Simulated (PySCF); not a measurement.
C$_{6}$H$_{8}$, SMILES `C1=CCC=CC1`.

Method: CAM-B3LYP/6-31G*; geometry: GFN2-xTB; program: PySCF. No frequency check shows the geometry to be a minimum. Without diffuse functions Rydberg states are missing, so the states' numbers hold for this basis only.

Geometry (Å), atoms numbered from 1:

```
C1      -0.6584    1.2455   -0.0009
C2       0.6623    1.2434    0.0007
C3       1.4914   -0.0019    0.0003
C4       0.6584   -1.2455   -0.0009
C5      -0.6623   -1.2434    0.0007
C6      -1.4914    0.0019    0.0003
H7      -1.2075    2.1779   -0.0021
H8       1.2145    2.1740    0.0019
H9       2.1514   -0.0046    0.8768
H10      2.1514   -0.0023   -0.8771
H11      1.2075   -2.1779   -0.0021
H12     -1.2145   -2.1740    0.0019
H13     -2.1514    0.0046    0.8768
H14     -2.1514    0.0023   -0.8771
```

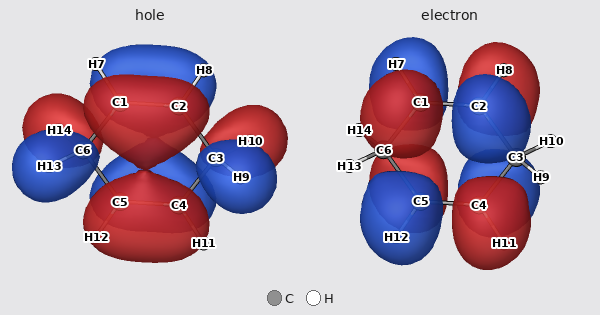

Leading natural transition orbital pair of S₁ (full linear response singlet states); the surfaces enclose about 85 % of each orbital's density.

Where does the state lie, and where do hole and electron sit?

Answer. 6.61 eV (187 nm), f = 0.000 (dark); the leading pair carries 99 %; hole on C1, C2, C4 and C5 (15 % each) and C3 and C6 (8 % each), electron on C1, C2, C4 and C5 (19 % each) and C3 and C6 (5 % each); their centroids lie 0.0 Å apart. In canonical orbitals it is mainly HOMO → LUMO (100 %). The HOMO–LUMO gap is 9.96 eV.

The PySCF run took 6.6 min on 1 thread of Intel(R) Xeon(R) Platinum 8259CL CPU @ 2.50GHz (Skylake/Cascade Lake) (shared host), peak memory 0.73 GiB.
